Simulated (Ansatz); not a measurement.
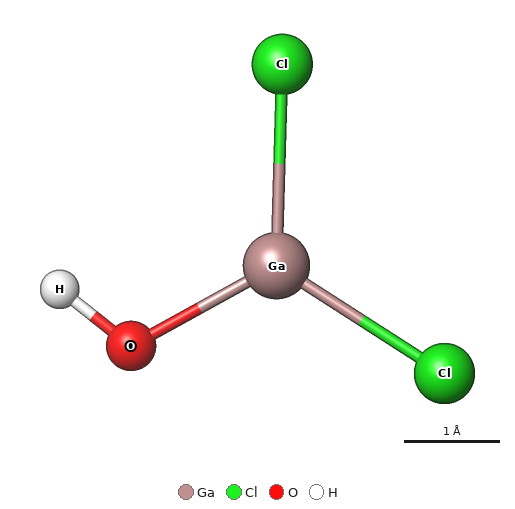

Fig. 1: The structure as given in the input (ball-and-stick view, seen on its broad side). Sticks mark near contacts. Bond lengths as drawn: Cl–Ga 2.11 to 2.12 Å, Ga–O 1.76 Å and H–O 0.96 Å.

**GaHCl$_{2}$O: frequency calculation**

The run: frequency calculation of GaHCl$_{2}$O. Method and program: RKS PBE0-D4/def2-TZVP (Ansatz 0.2.0).

The geometry comes from this level: PBE0-D4/def2-TZVP. Figures and captions count atoms from 1; the log counts them from 0 in places.

## The input
```yaml
crystal:
  periodic: [false, false, false]
  atoms:
    - {symbol: Ga, position_ang: [-0.493240, -1.700672, 0.988722]}
    - {symbol: Cl, position_ang: [-0.758858, -3.244582, -0.444646]}
    - {symbol: Cl, position_ang: [0.507928, -2.083561, 2.805241]}
    - {symbol: O, position_ang: [-1.105393, -0.074124, 0.683209]}
    - {symbol: H, position_ang: [-1.538737, 0.008917, -0.170538]}
basis:
  gaussian: {orbitals: def2-TZVP}
hamiltonian: {xc: pbe0, dispersion: d4}
phonons: {temperatures: {t_min: 298.15, t_max: 900, t_step: 200}}
```

Hardware: 4 CPU threads, shared host.

Run as:
```bash
ansatz run in.yaml --threads 4 --pin off --events-out ev --progress --plain --max-ram 63488MiB --backend cuda --devices 0, --max-vram 37GiB
```

## Log
```
Functional definition: PBE0
  name "PBE0"
  cite "Adamo & Barone, J. Chem. Phys. 110, 6158 (1999) doi:10.1063/1.478522"
  cite "Perdew, Burke & Ernzerhof, Phys. Rev. Lett. 77, 3865 (1996) doi:10.1103/PhysRevLett.77.3865"
  parent pbe
  parameter a = 0.25
  parameter kappa = 0.804
  parameter beta = 0.06672455060314922
  exchange = (1 - a)*pbe_x(kappa = kappa, mu = beta*pi^2/3) + a*exact_x
  correlation = pbe_c(beta = beta)
1144 factors; their error is unknown
mean field evaluation 1: about -79468.7296 eV, gradient 6.2e1 eV
mean field evaluation 2: about -79442.3821 eV, gradient 1.3e2 eV
mean field evaluation 4: about -79474.6412 eV, gradient 8.4e0 eV
mean field evaluation 8: about -79475.0056 eV, gradient 2.3e-1 eV
mean field evaluation 16: about -79475.0056 eV, gradient 4.9e-5 eV
mean field -79475.00562881 eV, -2920.6525867651 hartree, gradient 4.9e-5 eV, S^2 0.000000; 0 other end points of the search recorded, 0 dependent functions left out
the calculation of the forces begins
reference -79475.00565596 eV, -2920.6525877627 hartree; 37, 37 occupied and 122, 122 virtual orbitals, 1144 factors
these checks for a lower state are left out or cut short: stability, starts, cluster_reference, orbital_swaps, neighbouring_geometries, increment
1144 factors; their error is unknown
mean field -79475.00559816 eV, -2920.6525856386 hartree, gradient 8.4e-7 eV, S^2 0.000000; 0 other end points of the search recorded, 0 dependent functions left out
[... from here on the field's lines of each further geometry are left out, up to the last ...]
the calculation of the forces begins
reference -79475.00552591 eV, -2920.6525829838 hartree; 37, 37 occupied and 122, 122 virtual orbitals, 1144 factors
these checks for a lower state are left out or cut short: stability, starts, cluster_reference, orbital_swaps, neighbouring_geometries, increment
1144 factors; their error is unknown
mean field evaluation 224: about -79475.0055 eV, gradient 2.6e-3 eV
mean field -79475.00550022 eV, -2920.6525820397 hartree, gradient 8.4e-7 eV, S^2 0.000000; 0 other end points of the search recorded, 0 dependent functions left out
the calculation of the forces begins
reference -79475.00552738 eV, -2920.6525830377 hartree; 37, 37 occupied and 122, 122 virtual orbitals, 1144 factors
Total energy: -79475.12205783 eV, -2920.6568654526 hartree
Atom 0 at    -0.493240    -1.700672     0.988722 Å, force    -0.000147     0.001078    -0.000077 eV/Å
Atom 1 at    -0.758858    -3.244582    -0.444646 Å, force     0.000460     0.000610    -0.000107 eV/Å
Atom 2 at     0.507928    -2.083561     2.805241 Å, force    -0.000658    -0.001089     0.000909 eV/Å
Atom 3 at    -1.105393    -0.074124     0.683209 Å, force     0.003402     0.001099    -0.002413 eV/Å
Atom 4 at    -1.538737     0.008917    -0.170538 Å, force    -0.003057    -0.001697     0.001688 eV/Å
Dipole moment:    -0.145114     0.079854    -0.255023 e Å
Vibrations: 123.78 161.28 161.53 363.88 404.46 466.18 728.69 869.57 3887.13 cm⁻¹, zero-point energy 0.444266 eV
```

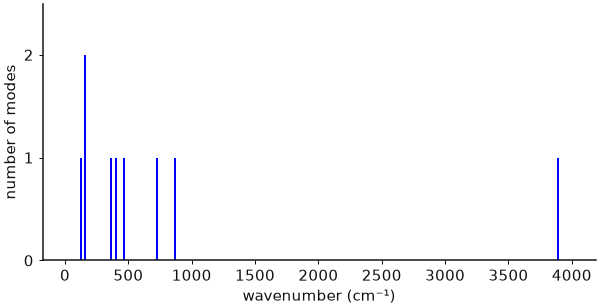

Fig. 2: Harmonic vibrational wavenumbers from the force constants; neighbouring modes closer than 17 cm⁻¹ are counted in one stick. 9 modes from 124 to 3887 cm⁻¹, none imaginary.

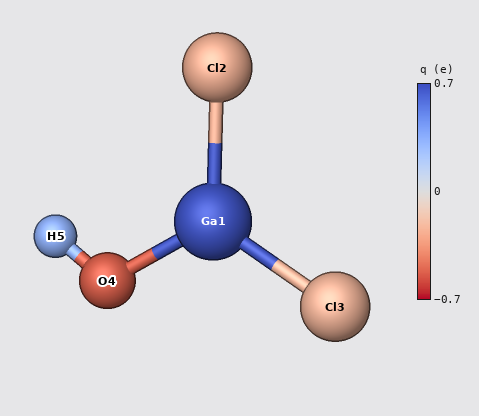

Fig. 3: Mulliken charges, as the colour of each atom (ball-and-stick view, seen at a tilt; atoms are numbered from 1 in the order of the input). By element: Ga +0.66, Cl −0.24 to −0.23, O −0.52 and H +0.33 e.

## Key numbers

```csv
quantity,value
outcome,converged
total energy,−79475.1221 eV
mean-field energy,−79475.0057 eV
dispersion energy,−0.1164 eV
largest force (length of the vector),0.004 eV/Å
dipole moment,1.46 D
wall time,14 s (CPU time 23 s)
peak memory,0.95 GiB
```
